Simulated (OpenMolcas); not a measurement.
Ru³⁺ complex: multiconfigurational calculation (part 2 of 2)

Continued. System: Ru³⁺ with 4 ligands (Cl; tetrahedron, 2.31 Å), neutralised by 4 outer point charges of +0.25 e, whose field is part of the energies. Method: state-averaged CASSCF, active space 5 electrons in the shell 4d, basis ANO-RCC-VDZP on the metal and ANO-RCC-VDZP on the ligands, DKH2 scalar Hamiltonian, spin-orbit coupling by RASSI with atomic mean-field integrals (OpenMolcas).

## The program's output (extracts), continued
```
--- RASSI ---
SPIN-FREE ENERGIES:
  (Shifted by EMIN (a.u.) =      -6371.4630291465)

 SF State       Relative EMIN(au)   Rel lowest level(eV)    D:o, cm**(-1)

     1             0.0000000000        0.0000000000              0.0000
     2             0.0670101333        1.8234386209          14707.0243
     3             0.0670101333        1.8234386209          14707.0243
     4             0.0670101333        1.8234386209          14707.0243
     5             0.0806146766        2.1936371020          17692.8764
     6             0.0806146766        2.1936371020          17692.8764
     7             0.0806146766        2.1936371020          17692.8764
    26             0.0838885758        2.2827244371          18411.4142
    27             0.0838885758        2.2827244371          18411.4142
    28             0.0838885758        2.2827244371          18411.4142
     8             0.0953832308        2.5955099353          20934.1994
     9             0.0965436658        2.6270869789          21188.8855
    10             0.0965436658        2.6270869789          21188.8855
    11             0.1021851704        2.7806001405          22427.0526
    12             0.1021851704        2.7806001405          22427.0526
    13             0.1021851704        2.7806001405          22427.0526
    29             0.1042528389        2.8368642666          22880.8534
    30             0.1105090862        3.0071054295          24253.9410
    31             0.1105090862        3.0071054295          24253.9410
    32             0.1105090862        3.0071054295          24253.9410
    33             0.1154595129        3.1418134026          25340.4340
    34             0.1154595129        3.1418134026          25340.4340
    35             0.1154595129        3.1418134026          25340.4340
    36             0.1156197017        3.1461723605          25375.5914
    37             0.1156197017        3.1461723605          25375.5914
    14             0.1195532677        3.2532101452          26238.9094
    15             0.1195532677        3.2532101452          26238.9094
    16             0.1311124137        3.5677505307          28775.8487
    17             0.1311124137        3.5677505307          28775.8487
    18             0.1311124137        3.5677505307          28775.8487
    38             0.1333864094        3.6296291048          29274.9330
    39             0.1364650003        3.7134018316          29950.6056
    40             0.1364650003        3.7134018316          29950.6056
    41             0.1364650003        3.7134018316          29950.6056
    42             0.1378003236        3.7497378293          30243.6752
    43             0.1378003236        3.7497378293          30243.6752
    44             0.1378003236        3.7497378293          30243.6752
    45             0.1402371977        3.8160485532          30778.5073
    46             0.1402371977        3.8160485532          30778.5073
    47             0.1503233051        4.0905055166          32992.1520
Eigenvalues of complex Hamiltonian:
   -----------------------------------
  (Shifted by EMIN (a.u.) =      -6371.4630291465)

 SO State       Relative EMIN(au)   Rel lowest level(eV)    D:o, cm**(-1)

     1            -0.0009560548        0.0000000000              0.0000
     2            -0.0009560548        0.0000000000              0.0000
     3            -0.0009535276        0.0000687687              0.5547
     4            -0.0009535276        0.0000687687              0.5547
     5            -0.0009535276        0.0000687687              0.5547
     6            -0.0009535276        0.0000687687              0.5547
     7             0.0647356910        1.7875634677          14417.6717
     8             0.0647356910        1.7875634685          14417.6717
     9             0.0647356910        1.7875634677          14417.6717
    10             0.0647356910        1.7875634685          14417.6717
    11             0.0648876886        1.7916995327          14451.0313
    12             0.0648876886        1.7916995327          14451.0313
    13             0.0660161291        1.8224059625          14698.6954
    14             0.0660161291        1.8224059625          14698.6954
    15             0.0662564365        1.8289450608          14751.4367
    16             0.0662564365        1.8289450605          14751.4367
    17             0.0662564365        1.8289450605          14751.4367
    18             0.0662564365        1.8289450608          14751.4367
    19             0.0784806979        2.1615841588          17434.3520
    20             0.0784806979        2.1615841588          17434.3520
    21             0.0784806979        2.1615841578          17434.3520
    22             0.0784806979        2.1615841578          17434.3520
    23             0.0789401080        2.1740853450          17535.1809
    24             0.0789401080        2.1740853450          17535.1809
    25             0.0791350532        2.1793900746          17577.9664
    26             0.0791350532        2.1793900746          17577.9664
    27             0.0791350532        2.1793900751          17577.9664
    28             0.0791350532        2.1793900751          17577.9664
    29             0.0809127111        2.2277626086          17968.1172
    30             0.0809127111        2.2277626086          17968.1172
    31             0.0846334712        2.3290096508          18784.7297
    32             0.0846334712        2.3290096508          18784.7297
    33             0.0846334712        2.3290096504          18784.7297
    34             0.0846334712        2.3290096504          18784.7297
    35             0.0879872186        2.4202697659          19520.7921
    36             0.0879872186        2.4202697659          19520.7921
    37             0.0938761366        2.5805153884          20813.2602
    38             0.0938761366        2.5805153889          20813.2603
    39             0.0938761366        2.5805153889          20813.2603
    40             0.0938761366        2.5805153884          20813.2602
    41             0.0949757419        2.6104371738          21054.5957
Weights of the five most important spin-orbit-free states for each spin-orbit state.

 SO State  Total energy (au)           Spin-free states, spin, and weights
 -------------------------------------------------------------------------------------------------------
    1        -0.000956       1 2.5  0.9889    3 1.5  0.0027    2 1.5  0.0027    4 1.5  0.0027   18 1.5  0.0008
    2        -0.000956       1 2.5  0.9889    3 1.5  0.0027    2 1.5  0.0027    4 1.5  0.0027   18 1.5  0.0008
    3        -0.000954       1 2.5  0.9890    3 1.5  0.0036    4 1.5  0.0033   18 1.5  0.0011    2 1.5  0.0009
    4        -0.000954       1 2.5  0.9890    2 1.5  0.0046    3 1.5  0.0018    4 1.5  0.0015   17 1.5  0.0012
    5        -0.000954       1 2.5  0.9890    2 1.5  0.0035    4 1.5  0.0024    3 1.5  0.0019   17 1.5  0.0009
    6        -0.000954       1 2.5  0.9890    4 1.5  0.0032    3 1.5  0.0032    2 1.5  0.0014   16 1.5  0.0009
    7         0.064736       4 1.5  0.3065    2 1.5  0.2821    3 1.5  0.2771   26 0.5  0.0540   27 0.5  0.0320
    8         0.064736       3 1.5  0.2999    2 1.5  0.2952    4 1.5  0.2707   28 0.5  0.0553   27 0.5  0.0295
    9         0.064736       4 1.5  0.3065    2 1.5  0.2820    3 1.5  0.2773   26 0.5  0.0541   27 0.5  0.0320
   10         0.064736       3 1.5  0.3000    2 1.5  0.2951    4 1.5  0.2706   28 0.5  0.0553   27 0.5  0.0294
   11         0.064888       4 1.5  0.2971    2 1.5  0.2971    3 1.5  0.2971   28 0.5  0.0274   27 0.5  0.0274
   12         0.064888       4 1.5  0.2971    2 1.5  0.2971    3 1.5  0.2971   28 0.5  0.0274   27 0.5  0.0274
```

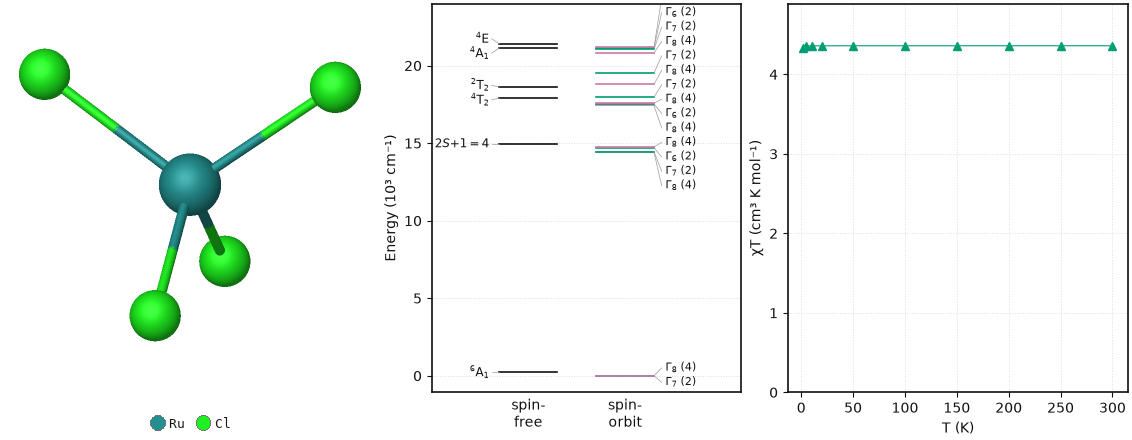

Fig. 2: Ru³⁺ (4d⁵) with 4 ligands, Cl⁻, at 2.31 Å (arrangement: tetrahedron, Td), neutralised by outer point charges of +0.25 e, and its levels and susceptibility. Labels give the representation in O, Td, D4 or D3 as the site allows (double group for half-integer spin) where it could be assigned and, in brackets, the degeneracy; spin-free states, where drawn, share the zero of the spin-orbit levels. Powder susceptibility by Van Vleck's formula. The ground level is Γ₇, a Kramers doublet, 99 % from states of spin multiplicity 6. Its principal g values are 3.33, 3.33 and 3.33, isotropic. The next level lies at 0.55 cm⁻¹ (Γ₈). The lowest spin-free state is ⁶A₁. χT is 4.33 cm³ K mol⁻¹ at 2 K and 4.36 at 300 K, an effective moment of 5.91 μB. The active orbitals hold 80 to 91 % metal character (Löwdin), and the Mulliken charge of the metal is +1.30.

## Key numbers

- outcome: converged
- energy of the lowest spin-free term: −6371.46303 hartree
- energy of the lowest spin-orbit level: −6371.46399 hartree
- largest spread among components of a term: 0.0 cm⁻¹
- hardware: 1 thread of Arm Neoverse V2, 24 GiB of memory available, shared host
- wall time: 60 s
- peak memory: 0.38 GiB

## Notes

Without dynamic correlation the splittings between terms come out too large, often by 20 to 50 %. To bear in mind: distances are set from ionic radii, not optimised.
